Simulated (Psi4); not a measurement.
# OF (SMILES [O]F): UHF/STO-3G

What is the vertical doublet–quartet gap of OF at UHF/STO-3G? 

Program for the calculation: Psi4 1.11.

## (1) The molecule

The species is OF (2 atoms), meant as a doublet with charge 0. SMILES: `[O]F`. The coordinates come from a PBE0-D4/def2-TZVP relaxation.

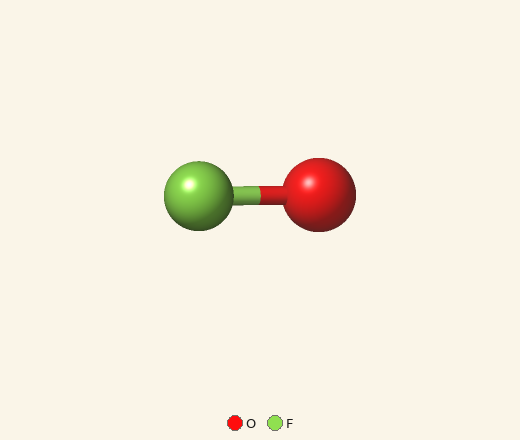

Viewed from a chosen angle; oxygen red, fluorine green.

## (2) Energy and gradient at UHF/STO-3G

The input, input.in:

```
memory 2200 mb

molecule mol {
  0 2
  O
  F 1 r2

  r2 = 1.33035
  symmetry c1
  no_reorient
  no_com
}

set reference uhf
set puream true
set e_convergence 1e-09
set d_convergence 1e-08
set scf_type pk
set maxiter 100

E, wfn = gradient("scf/STO-3G", return_wfn=True)
oeprop(wfn, "MAYER_INDICES", "MULLIKEN_CHARGES", "QUADRUPOLE", title="SCF")
print_variables()
```

The run is started by

```console
psi4 input.in input.out -n 1
```

input.out:

```text
[...]
  Running in c1 symmetry.
[...]
  Nuclear repulsion =   28.639650594384939
[...]
  Multiplicity = 2
[...]
  Nalpha       = 9
  Nbeta        = 8
[...]
    Number of basis functions: 10
[...]
   @UHF iter   1:  -171.76471095279481   -1.14347e+00   1.60242e-02 ADIIS/DIIS
[...]
   @UHF iter  13:  -171.80251835109578   -2.84217e-14   2.59026e-09 DIIS
[...]
   @S^2 Observed:                7.643571815E-01
[...]
    Orbital Energies [Eh]
    ---------------------
    Alpha Occupied:
       1A    -26.031217     2A    -20.405570     3A     -1.615036
       4A     -1.196595     5A     -0.669618     6A     -0.621039
       7A     -0.571539     8A     -0.465314     9A     -0.413359
    Alpha Virtual:
      10A      0.478680
    Beta Occupied:
       1A    -26.032419     2A    -20.376820     3A     -1.588920
       4A     -1.062284     5A     -0.605868     6A     -0.554347
[...]
  @UHF Final Energy:  -171.80251835109578
   => Energetics <=
    Nuclear Repulsion Energy =             28.6396505943849391
    One-Electron Energy =                -297.7533808828501947
    Two-Electron Energy =                  97.3112119373694782
    Total Energy =                       -171.8025183510957845
  UHF NO Occupations:
  HONO-2 :    7  A 2.0000000
  HONO-1 :    8  A 1.9927955
[...]
  -Total Gradient:
     Atom            X                  Y                   Z
    ------   -----------------  -----------------  -----------------
       1        0.000000000000     0.000000000000     0.008706461284
       2       -0.000000000000    -0.000000000000    -0.008706461285
[...]
 Multipole Moments:
 ------------------------------------------------------------------------------------
     Multipole            Electronic (a.u.)      Nuclear  (a.u.)        Total (a.u.)
 ------------------------------------------------------------------------------------
 L = 1.  Multiply by 2.5417464519 to convert [e a0] to [Debye]
 Dipole X            :         -0.0000000            0.0000000           -0.0000000
 Dipole Y            :         -0.0000000            0.0000000           -0.0000000
 Dipole Z            :          0.5819132           -0.5771080            0.0048052
 Magnitude           :                                                    0.0048052
 L = 2.  Multiply by 1.3450342976 to convert [e a0^2] to [Debye ang]
 Quadrupole XX       :         -5.7685079            0.0000000           -5.7685079
 Quadrupole XY       :         -0.0000000            0.0000000           -0.0000000
[...]
  Mulliken Charges: (a.u.)
   Center  Symbol    Alpha    Beta     Spin     Total
       1     O     4.51719  3.44432  1.07287  0.03849
       2     F     4.48281  4.55568 -0.07287 -0.03849
   Total alpha =  9.00000, Total beta =  8.00000, Total charge = -0.00000
  Mayer Bond Indices:
  Total Bond Index:
  Irrep: 1 Size: 2 x 2
                 1                   2
[...]
```

It took 4.5 s on 1 thread of Intel Xeon at 2.50GHz (Skylake/Cascade Lake), shared host; peak memory 0.18 GiB.

## (3) The quartet at the same level

The input, calc.dat:

```
memory 2.2 GB

molecule mol {
  0 4
  O
  F 1 1.33035
  symmetry c1
  no_reorient
  no_com
}

set {
  basis STO-3G
  reference uhf
  puream true
  e_convergence 1e-09
  d_convergence 1e-08
  scf_type pk
  maxiter 100
}

result, w = gradient("scf", return_wfn=True)
```

The run is started by

```console
psi4 -n 1 calc.dat calc.out
```

calc.out:

```text
[...]
  Running in c1 symmetry.
[...]
  Nuclear repulsion =   28.639650594384939
[...]
  Multiplicity = 4
[...]
  Nalpha       = 10
  Nbeta        = 7
[...]
    Number of basis functions: 10
[...]
   @UHF iter   1:  -171.59206438483309   -9.70820e-01   5.88271e-03 ADIIS/DIIS
[...]
   @UHF iter  10:  -171.60775897563389   -5.68434e-14   2.63123e-11 DIIS
[...]
   @S^2 Observed:                3.750000000E+00
[...]
    Orbital Energies [Eh]
    ---------------------
    Alpha Occupied:
       1A    -25.845125     2A    -20.441818     3A     -1.623384
       4A     -1.273064     5A     -0.718392     6A     -0.675922
       7A     -0.675922     8A     -0.427200     9A     -0.427200
      10A     -0.170035
    Alpha Virtual:
    Beta Occupied:
       1A    -25.808401     2A    -20.374508     3A     -1.409230
       4A     -0.949650     5A     -0.452257     6A     -0.380522
       7A     -0.380522
[...]
  @UHF Final Energy:  -171.60775897563389
   => Energetics <=
    Nuclear Repulsion Energy =             28.6396505943849391
    One-Electron Energy =                -298.4616698915386905
    Two-Electron Energy =                  98.2142603215198875
    Total Energy =                       -171.6077589756338853
  UHF NO Occupations:
  HONO-2 :    8  A 1.0000000
  HONO-1 :    9  A 1.0000000
[...]
 Multipole Moments:
 ------------------------------------------------------------------------------------
     Multipole            Electronic (a.u.)      Nuclear  (a.u.)        Total (a.u.)
 ------------------------------------------------------------------------------------
 L = 1.  Multiply by 2.5417464519 to convert [e a0] to [Debye]
 Dipole X            :         -0.0000000            0.0000000           -0.0000000
 Dipole Y            :          0.0000000            0.0000000            0.0000000
 Dipole Z            :          0.2347628           -0.5771080           -0.3423452
 Magnitude           :                                                    0.3423452
[...]
  -Total Gradient:
     Atom            X                  Y                   Z
    ------   -----------------  -----------------  -----------------
       1       -0.000000000000    -0.000000000000     0.426634102983
       2        0.000000000000     0.000000000000    -0.426634102984
[...]
```

It took 4.2 s on 1 thread of Intel Xeon at 2.50GHz (Skylake/Cascade Lake), shared host; peak memory 0.18 GiB.

## (4) Results

Level: UHF/STO-3G.

```
                                        quantity          value
                           doublet: total energy  -171.80252 Eh
                          doublet: dipole moment         0.01 D
     doublet: HOMO energy (highest over α and β)      -10.30 eV
      doublet: LUMO energy (lowest over α and β)        8.25 eV
                                   doublet: ⟨S²⟩          0.764
               doublet: largest force on an atom     0.448 eV/Å
                           quartet: total energy  -171.60776 Eh
                          quartet: dipole moment         0.87 D
     quartet: HOMO energy (highest over α and β)       -4.63 eV
      quartet: LUMO energy (lowest over α and β)        8.28 eV
                                   quartet: ⟨S²⟩          3.750
               quartet: largest force on an atom    21.938 eV/Å
vertical energy of the quartet above the doublet       5.300 eV
```

**Reading.** At this shape the quartet lies 5.30 eV (511 kJ/mol) above the doublet. The largest force (doublet) is 0.45 eV/Å: the shape isn't a stationary point for this species at this level. In a minimal basis such a difference can be off by several eV, whatever the method.
